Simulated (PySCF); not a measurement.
## Electronic structure of C7H14Si in real space

Input file:

```
{"job": {"kind": "nmr", "xc": "PBE0", "basis": "pcSseg-1"}, "charge": 0, "multiplicity": 1}
C     -1.768345    -1.222962    -0.555506
C     -1.145825    -0.086727     0.254584
C     -2.127122     1.065781     0.462180
Si     0.467910     0.513910    -0.533160
C      1.444927     1.743136     0.543213
C      2.764935     1.041458     0.729262
C      2.950263    -0.171686     0.187492
C      1.833345    -0.810986    -0.595581
H     -2.033164    -0.889610    -1.573064
H     -2.694976    -1.591049    -0.083074
H     -1.086490    -2.081864    -0.657106
H     -0.855279    -0.482696     1.246626
H     -1.700549     1.867167     1.086132
H     -2.421183     1.517825    -0.499942
H     -3.051791     0.720270     0.955011
H      0.155255     1.072675    -1.890242
H      0.953452     1.936523     1.514098
H      1.571718     2.731585     0.069234
H      3.562222     1.523399     1.307064
H      3.901790    -0.701049     0.313269
H      1.515328    -1.763388    -0.133682
H      2.148186    -1.066119    -1.621920
```

Command:

```sh
OMP_NUM_THREADS=1 python probes_run.py task.json out
```

Geometry: PBE0-D3(BJ)/def2-SVP.

The calculation used PBE0/pcSseg-1, SCF density, gas phase, non-relativistic in PySCF.

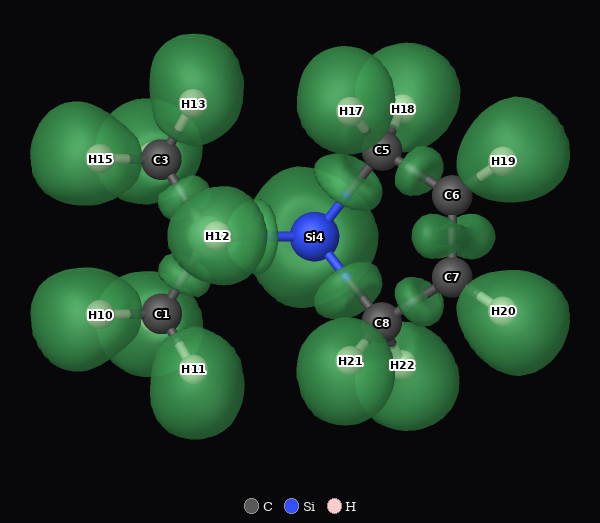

Figure 1. Isosurface of the ELF at 0.8 (green), seen at a tilt. Only the valence region is drawn (cores and ρ < 0.01 e/Å³ removed).

Describe the localisation domains.

Answer. At this value the surface marks out five regions between bonded C–C atoms (shared pairs), three regions between bonded C–Si atoms (shared pairs) and 14 regions around hydrogen nuclei. Profiles from the grid: C–C (1.34 Å): the ELF peaks at about 0.95 between the atoms; a short, multiple covalent bond. C–Si (1.89 Å): the ELF peaks at about 0.95 between the atoms (localised, covalent bonding).

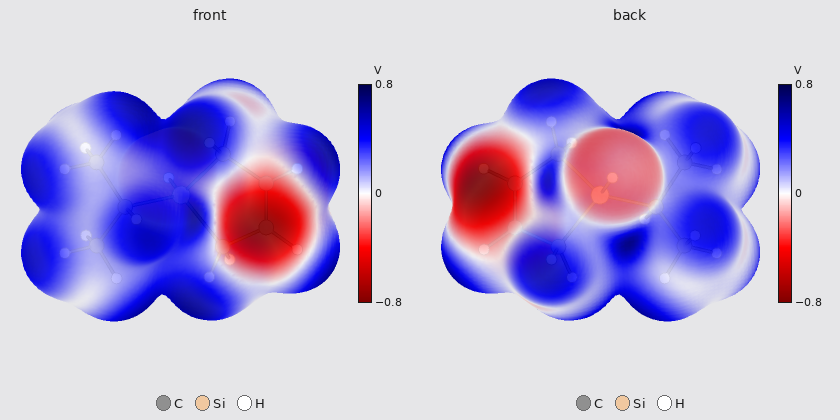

Figure 2. The electrostatic potential painted on the density surface at 0.002 e/bohr³, seen from the front and from behind; the colour scale runs from red (negative) to blue (positive).

Describe the electrostatic potential map.

Answer. The most negative region (about −0.8 V) lies over the π face of C6 and C7, the most positive (about +0.6 V) over the H and Si atoms.

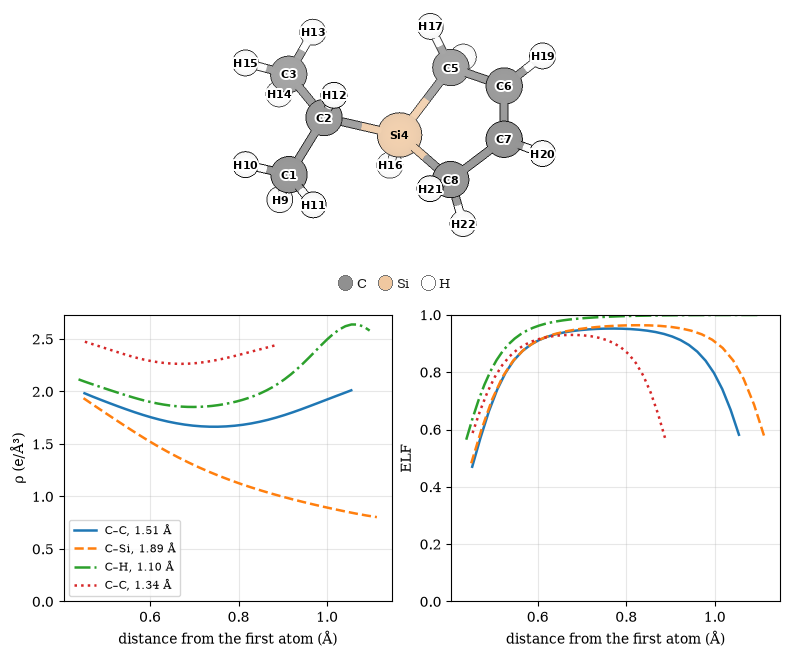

Figure 3. Total electron density and electron localisation function along straight lines between neighbouring atoms. The curves leave out the atomic cores. The structure is drawn too.

Compare the contacts.

Answer. C–C (1.51 Å): ρ is about 1.7 e/Å³ halfway; the ELF peaks at about 0.95 between the atoms: a covalent bond.
C–Si (1.89 Å): the density is about 0.95 e/Å³ at the midpoint; the ELF peaks at about 0.95 between the atoms (a covalent bond).
C–H (1.10 Å): the density is about 2 e/Å³ at the midpoint; the ELF climbs to about 1 towards the hydrogen, as it does in any bond to H (a covalent bond by its length).
C–C (1.34 Å): ρ is about 2.3 e/Å³ halfway; the ELF peaks at about 0.95 between the atoms (a multiple bond).
